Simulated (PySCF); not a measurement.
Input

```
{"job": {"kind": "nmr", "xc": "PBE0", "basis": "pcSseg-1"}, "charge": 0, "multiplicity": 1}
C      2.882750     2.748956    -0.595539
C      1.924767     1.657663    -0.632264
C      1.139818     0.747782    -0.667530
B      0.145935    -0.450439    -0.709693
C      0.662620    -1.705657     0.223910
C     -0.303493    -2.885984     0.265133
N     -1.087415     0.052797    -0.065919
C     -1.997569     0.436935     0.520280
C     -3.137601     0.921920     1.236045
H      3.384963     2.842910    -1.559286
H      2.373859     3.688438    -0.373247
H      3.633825     2.566309     0.174500
H     -0.159698    -0.774550    -1.816577
H      1.618827    -2.048274    -0.175185
H      0.853078    -1.366535     1.245680
H     -1.259431    -2.593266     0.700483
H      0.100488    -3.705060     0.861319
H     -0.491506    -3.260391    -0.739283
H     -3.211701     2.003171     1.117082
H     -4.044000     0.455787     0.848619
H     -3.037436     0.684430     2.295703
```

Launched as:

```sh
OMP_NUM_THREADS=1 python probes_run.py task.json out
```

Geometry: GFN2-xTB.

Method: PBE0/pcSseg-1, SCF density, gas phase, non-relativistic (PySCF).

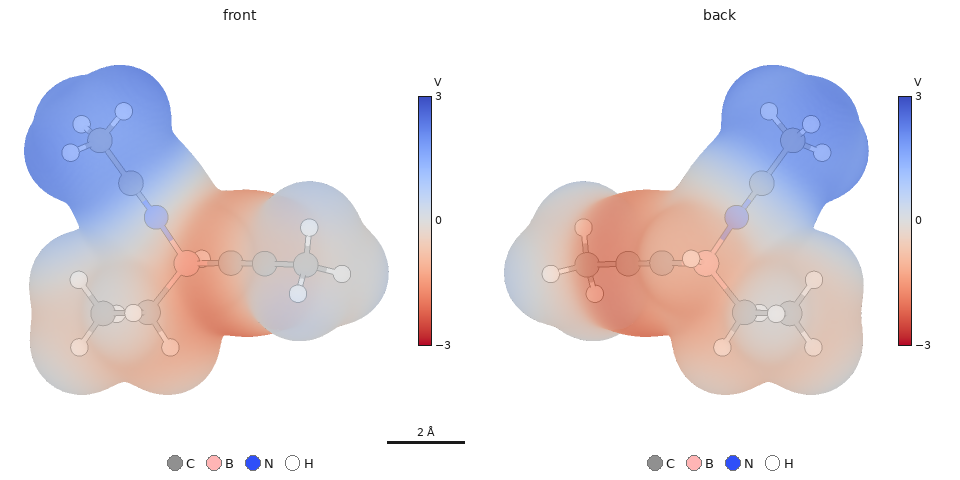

C$_{7}$H$_{12}$BN. The molecular electrostatic potential painted on the density surface at 0.002 e/bohr³, seen from the front and from behind; red is negative and blue positive.

Which sites attract a positive test charge, and which a negative one?

A positive charge is drawn to the negative regions and a negative charge to the positive ones. The most negative region (about −1.9 V) lies over C2 and C3, the most positive (about +2.0 V) over H19, H20 and H21.

What dipole moment does the calculation give?

Its dipole moment is 7.12 D.
